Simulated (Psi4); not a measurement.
Two rigid molecules brought together: C2H6 ··· H6B3N3 (SMILES CC and B1NBNBN1). Monomers: optimised at B3LYP-D3(BJ) (def2-TZVP), held rigid. Orientation: lowest of the rigid-body minima from ten starts at GFN2-xTB. R is the distance of the centres of mass, along which the second monomer moves.

Computed with Psi4 with SAPT0/jun-cc-pVDZ, frozen core.

Components in kJ/mol:

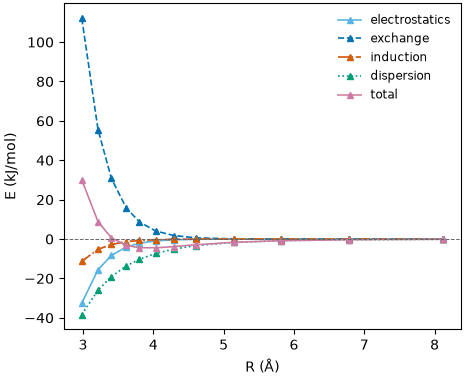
Figure. Components of the interaction energy.

| R / Å | electrostatics | exchange | induction | dispersion | total |
|---|---|---|---|---|---|
| 2.98 | -32.49 | 112.11 | -11.29 | -38.33 | 29.99 |
| 3.21 | -15.60 | 55.60 | -5.23 | -25.97 | 8.80 |
| 3.40 | -8.33 | 30.82 | -2.75 | -19.05 | 0.69 |
| 3.61 | -4.09 | 15.89 | -1.34 | -13.69 | -3.22 |
| 3.80 | -2.11 | 8.66 | -0.70 | -10.25 | -4.41 |
| 4.03 | -0.94 | 4.11 | -0.33 | -7.31 | -4.47 |
| 4.29 | -0.38 | 1.75 | -0.14 | -5.07 | -3.84 |
| 4.61 | -0.13 | 0.60 | -0.06 | -3.31 | -2.89 |
| 5.14 | -0.03 | 0.10 | -0.02 | -1.73 | -1.67 |
| 5.81 | -0.02 | 0.01 | -0.01 | -0.83 | -0.84 |
| 6.78 | -0.01 | 0.00 | 0.00 | -0.33 | -0.35 |
| 8.11 | -0.01 | 0.00 | 0.00 | -0.11 | -0.12 |
